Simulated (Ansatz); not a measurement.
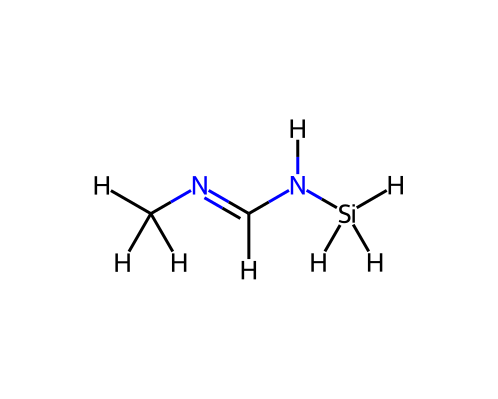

2D structure.

> Transcribe the drawing into SMILES.

C/N=C/N[SiH3]

> Give the formula, hydrogens included.

C2H8N2Si.

> An optimisation with PBE0-D4/def2-TZVP gave a structure of which point group?

Cs. Other conformers may differ.

More results for the same structure follow; atom numbers are the same in all pictures, views and colours differ. Computed geometry: PBE0-D4/def2-TZVP optimisation. No frequency run is at hand to confirm it as a minimum.

## Levels of theory compared

No frequency run is at hand to confirm it as a minimum. Program: Ansatz 0.2.0.

Compare HOMO–LUMO gap (eV) at these levels: B3LYP-D4/def2-TZVPP; PBE-D4/def2-TZVPP; PBE0-D4/def2-TZVPP; r2SCAN-D4/def2-TZVPP; ωB97M-V/def2-TZVPP; ωB97X-V/def2-TZVPP.

```json
{"level": "B3LYP-D4/def2-TZVPP", "HOMO–LUMO gap (eV)": "6.82"}
{"level": "PBE-D4/def2-TZVPP", "HOMO–LUMO gap (eV)": "5.05"}
{"level": "PBE0-D4/def2-TZVPP", "HOMO–LUMO gap (eV)": "7.28"}
{"level": "r2SCAN-D4/def2-TZVPP", "HOMO–LUMO gap (eV)": "5.50"}
{"level": "ωB97M-V/def2-TZVPP", "HOMO–LUMO gap (eV)": "11.17"}
{"level": "ωB97X-V/def2-TZVPP", "HOMO–LUMO gap (eV)": "11.66"}
```

## Dipole moment

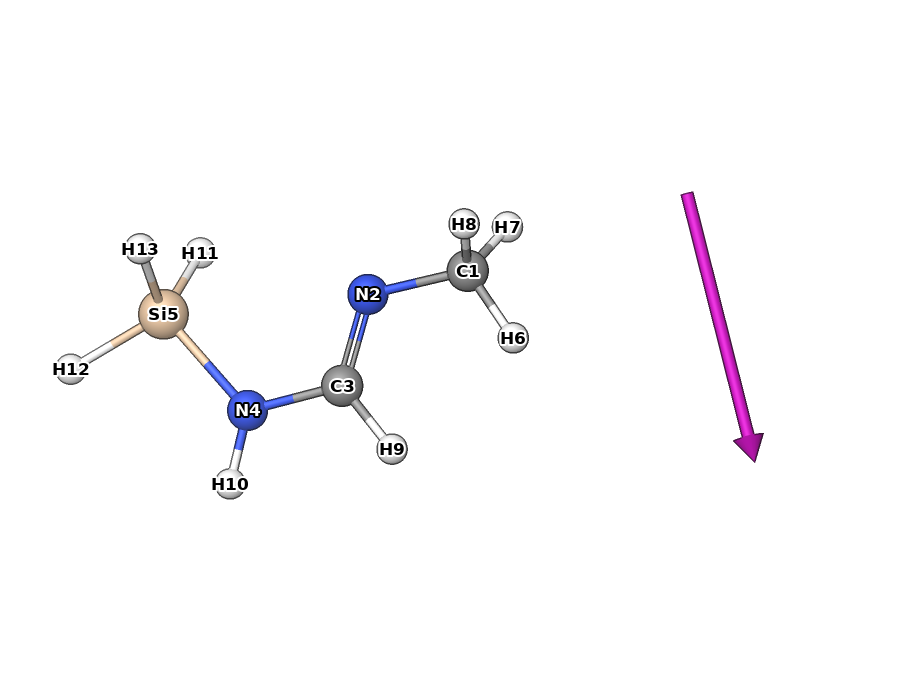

The arrow beside the molecule shows the direction of the dipole moment, from the negative to the positive end (its length means nothing). No frequency run is at hand to confirm it as a minimum. Method: RKS r2SCAN-D4/def2-TZVPP (Ansatz 0.2.0).

> Estimate the dipole moment.

2.22 D; it points from the side of H11, H13 to the side of H9 (the outermost atoms at the two ends).

## Charges

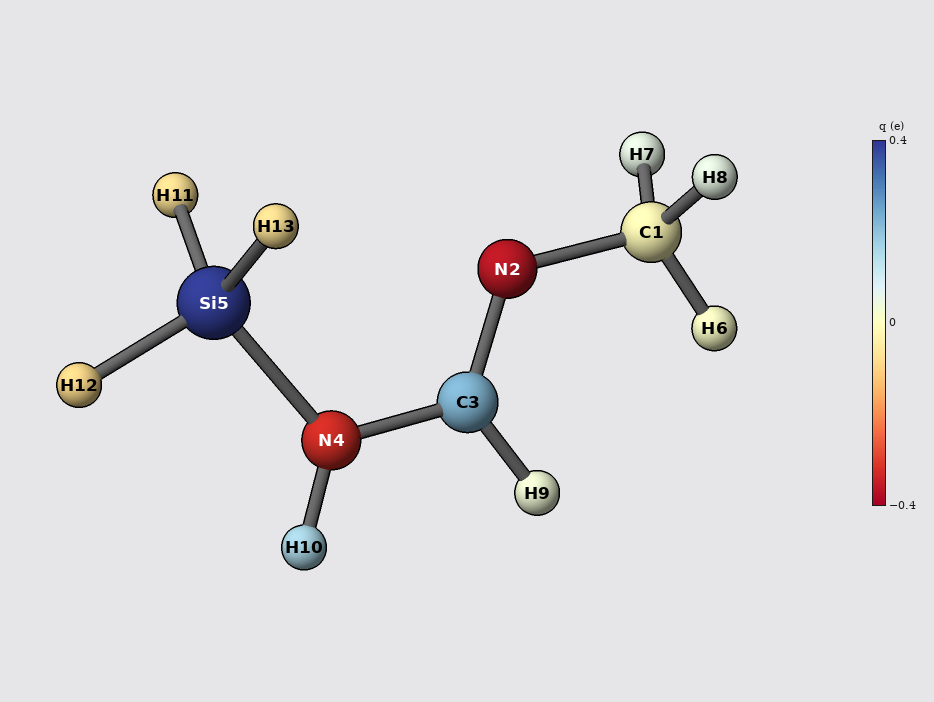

Atoms are coloured by their Mulliken charges. No frequency run is at hand to confirm it as a minimum. Level of theory: RKS r2SCAN-D4/def2-TZVPP (Ansatz 0.2.0).

> Which atom carries the highest charge (most positive or least negative)?

Si5 (0.39 e).

> And the lowest?

N2 (−0.35 e).

List the Mulliken charges.

```csv
atom,value (e)
C1,−0.01
N2,−0.35
C3,0.21
N4,−0.32
Si5,0.39
H6,0.01
H7,0.05
H8,0.05
H9,0.03
H10,0.16
H11,−0.07
H12,−0.08
H13,−0.07
```

Mulliken values depend strongly on the basis set and can even reverse the polarity of a bond.
